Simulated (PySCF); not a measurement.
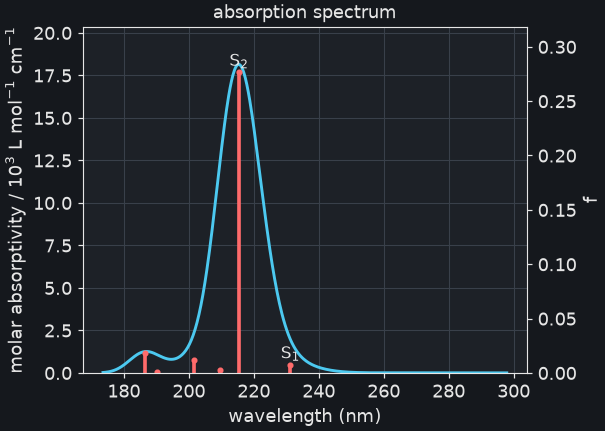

Vertical TDDFT excitations, PBE0/def2-SVPD in PySCF, at a GFN2-xTB geometry (no frequency check), gas phase. The lowest 6 singlet states are shown; each is broadened by a Gaussian of 1/e half-width 0.25 eV. Sticks give oscillator strengths (right axis).

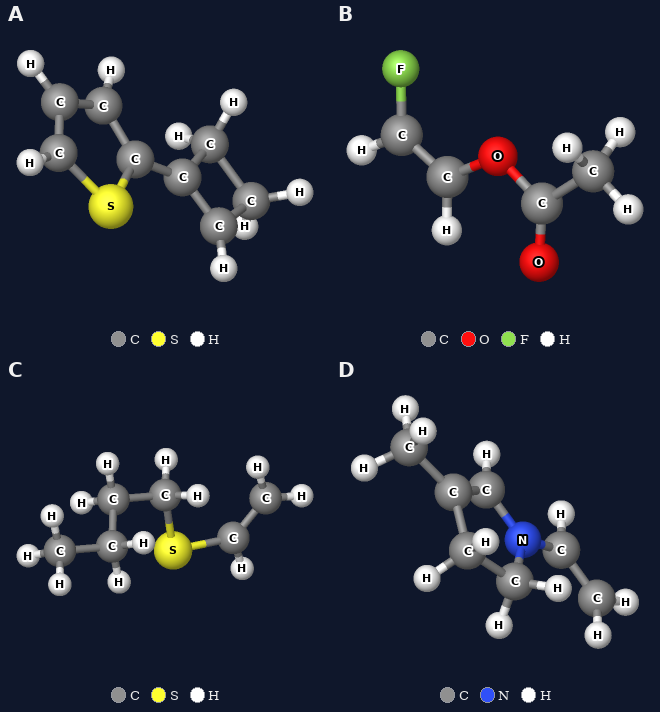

### Which molecule gives this spectrum? Choose among the lettered structures.

Structure C, C₆H₁₂S, SMILES C=CSCCCC. Its lowest singlet lies at 5.36 eV (f = 0.007) and the brightest of those computed is S2 at 5.76 eV (215 nm), f = 0.276, mainly HOMO → LUMO (84 %).

Known limits of this run: states above the negative HOMO energy depend on the basis; the tight-binding geometry is rougher than a DFT one and adds to the error; one conformer of a flexible molecule; core orbitals are frozen in the response.
